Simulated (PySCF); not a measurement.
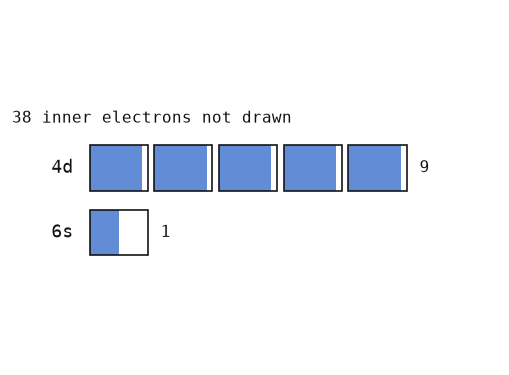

Figure 1. The outer shells of the nominal configuration: a box for each of the 2l + 1 orbitals, shaded by the share of the shell that is filled, with the electron count at the right.

**Atomic calculation for Sn²⁺**

System: Sn²⁺, configuration 1s2 2s2 2p6 3s2 3p6 3d10 4s2 4p6 4d9 5s2 6s1, multiplicity 1.
Method: unrestricted PBE, def2-TZVPPD with ECP28, scalar-relativistic core potential (PySCF).

### The input
```python
from pyscf import gto, scf, dft, mp, cc
mol = gto.M(atom="Sn 0 0 0", charge=2, spin=0, symmetry="D2h",
            basis="def2-TZVPPD",
            ecp="def2-TZVPPD")
mf = dft.UKS(mol, xc="PBE")
mf.irrep_nelec = {'Ag': (4, 4), 'B1g': (1, 1), 'B2g': (1, 1), 'B3g': (1, 1), 'B1u': (1, 1), 'B2u': (1, 1), 'B3u': (1, 1)}
mf.kernel()
```

The script is an equivalent of what the driver set up; the driver started from orbitals of its own, so the log can be shorter than this script's would be, and it computed the properties (radii, ⟨L²⟩, response) afterwards. It held the occupations shell by shell, which the script's counts by irreducible representation don't always enforce.

### Output (extracts)
```
damping factor = 0
level_shift factor = 0
DIIS = <class 'pyscf.scf.diis.CDIIS'>
diis_start_cycle = 1
diis_space = 10
diis_damp = 0
SCF conv_tol = 1e-09
SCF conv_tol_grad = None
number electrons alpha = 10  beta = 10
XC functionals = PBE
    J. P. Perdew, K. Burke, and M. Ernzerhof.,  Phys. Rev. Lett. 77, 3865 (1996)
    J. P. Perdew, K. Burke, and M. Ernzerhof.,  Phys. Rev. Lett. 78, 1396 (1997)
    J. P. Perdew, K. Burke, and M. Ernzerhof.,  Phys. Rev. Lett. 77, 3865 (1996)
    J. P. Perdew, K. Burke, and M. Ernzerhof.,  Phys. Rev. Lett. 78, 1396 (1997)
cycle= 1 E= -212.077016890759  delta_E= -0.00905  |g|= 0.027  |ddm|= 1.43
cycle= 2 E= -212.079330211001  delta_E= -0.00231  |g|= 0.0192  |ddm|= 0.508
cycle= 3 E= -212.082144428886  delta_E= -0.00281  |g|= 0.00912  |ddm|= 0.602
cycle= 4 E= -212.083240470568  delta_E= -0.0011  |g|= 0.00683  |ddm|= 0.374
cycle= 5 E= -212.084207836736  delta_E= -0.000967  |g|= 0.00373  |ddm|= 0.673
cycle= 6 E= -212.085453300501  delta_E= -0.00125  |g|= 0.0353  |ddm|= 2.45
cycle= 7 E= -212.085598117744  delta_E= -0.000145  |g|= 0.0345  |ddm|= 0.0192
cycle= 8 E= -212.085594052475  delta_E= 4.07e-06  |g|= 0.0356  |ddm|= 0.0378
cycle= 9 E= -212.086393746895  delta_E= -0.0008  |g|= 0.0326  |ddm|= 0.151
cycle= 10 E= -212.086531109111  delta_E= -0.000137  |g|= 0.0317  |ddm|= 0.0198
[... 40 cycles left out ...]
SCF not converged.
SCF energy = -212.085971679561 after 50 cycles  <S^2> = 1.0002999  2S+1 = 2.2363362

damping factor = 0
level_shift factor = 0.3
DIIS = <class 'pyscf.scf.diis.CDIIS'>
diis_start_cycle = 1
diis_space = 10
diis_damp = 0
SCF conv_tol = 1e-09
SCF conv_tol_grad = None
number electrons alpha = 10  beta = 10
XC functionals = PBE
    J. P. Perdew, K. Burke, and M. Ernzerhof.,  Phys. Rev. Lett. 77, 3865 (1996)
    J. P. Perdew, K. Burke, and M. Ernzerhof.,  Phys. Rev. Lett. 78, 1396 (1997)
    J. P. Perdew, K. Burke, and M. Ernzerhof.,  Phys. Rev. Lett. 77, 3865 (1996)
    J. P. Perdew, K. Burke, and M. Ernzerhof.,  Phys. Rev. Lett. 78, 1396 (1997)
[... 40 cycles left out ...]
cycle= 41 E= -212.076918015542  delta_E= 3.53e-07  |g|= 0.000683  |ddm|= 0.00109
cycle= 42 E= -212.076917686015  delta_E= 3.3e-07  |g|= 0.000658  |ddm|= 0.00105
cycle= 43 E= -212.07691738054  delta_E= 3.05e-07  |g|= 0.000634  |ddm|= 0.00101
cycle= 44 E= -212.076917096415  delta_E= 2.84e-07  |g|= 0.000612  |ddm|= 0.000978
cycle= 45 E= -212.07691683215  delta_E= 2.64e-07  |g|= 0.000589  |ddm|= 0.000943
cycle= 46 E= -212.076916595396  delta_E= 2.37e-07  |g|= 0.000567  |ddm|= 0.000888
cycle= 47 E= -212.076916370531  delta_E= 2.25e-07  |g|= 0.000547  |ddm|= 0.000865
cycle= 48 E= -212.076916161592  delta_E= 2.09e-07  |g|= 0.000527  |ddm|= 0.000836
cycle= 49 E= -212.076915967529  delta_E= 1.94e-07  |g|= 0.000508  |ddm|= 0.000806
cycle= 50 E= -2
```

### Outcome

| quantity | value |
| --- | --- |
| outcome | not converged |
| total energy (valence electrons, under a core potential) | −212.318481 hartree |
| ⟨S²⟩ | 1.000 |
| ⟨L²⟩ | 4.17 |
| SCF iterations | 170 |
| hardware | 1 CPU thread, shared host |
| CPU time | 18 s (integrals apart) |

### What went wrong

The run did not meet its convergence test in 170 iterations, so its last values are not results. This is not the ground configuration of the species. ⟨S²⟩ is 1.00 where a pure state of this multiplicity has 0.00, so the determinant is spin-contaminated. ⟨L²⟩ departs from that of the intended term, so the determinant mixes terms. To bear in mind: populations left the configuration by 0.31 electrons.
